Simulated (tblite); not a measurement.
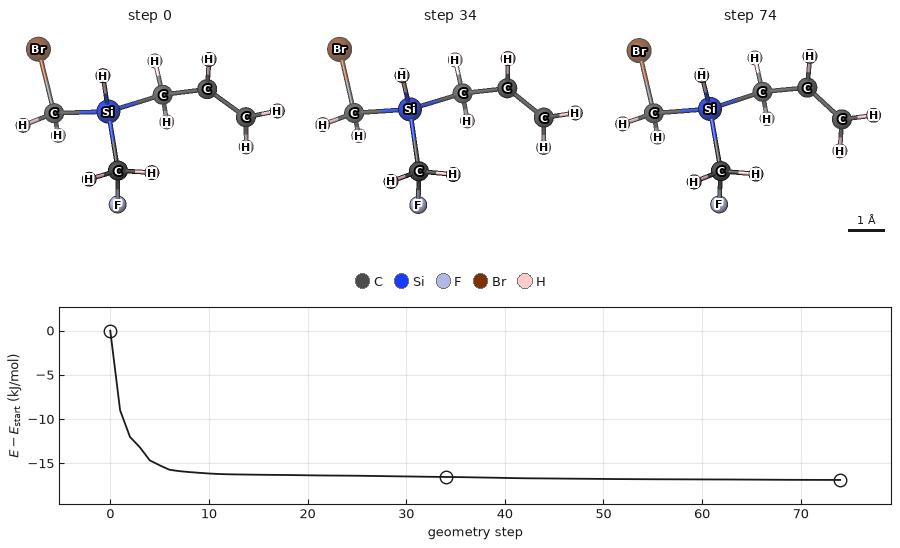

Frames of a relaxation of C$_{5}$H$_{10}$BrFSi, marked on the history of the run. Style: ball-and-stick. Shown at a tilt.

Method: GFN2-xTB geometry optimisation, gas phase (tblite 0.8.0). 

Q: Describe the path.

A: The energy falls by 16.9 kJ/mol in 74 geometry steps. The largest move after the best rigid fit is that of an H atom, 0.26 Å. By element the largest moves are H 0.26 Å, C 0.15 Å, Br 0.11 Å, Si 0.10 Å, F 0.06 Å. Near-neighbour distances that change, for instance: C–Si 1.841 → 1.912 Å, C–Si 1.863 → 1.920 Å, C–C 1.349 → 1.320 Å, H–Si 1.496 → 1.468 Å. Bond angles that change, for instance: C–Si–H 108.0° → 113.5°, C–C–Si 114.9° → 111.3°, C–Si–C 109.8° → 106.6°. Cost: 0.64 s on 1 thread of Arm Neoverse V1, with other jobs on the host. From step 0 to 34: the Si atom moves most (0.10 Å), energy −16.5 kJ/mol. From step 34 to 74: an H atom moves most (0.19 Å), energy −0.34 kJ/mol.

```tsv
step	E − E(0), kJ/mol
0	0.00
1	-9.01
2	-12.01
3	-13.18
4	-14.65
5	-15.21
6	-15.72
7	-15.88
8	-15.98
9	-16.06
10	-16.14
13	-16.25
17	-16.31
20	-16.35
23	-16.38
27	-16.43
30	-16.48
34	-16.53
37	-16.58
40	-16.64
44	-16.70
47	-16.73
50	-16.76
54	-16.79
57	-16.80
61	-16.82
64	-16.83
67	-16.85
71	-16.87
74	-16.87
```
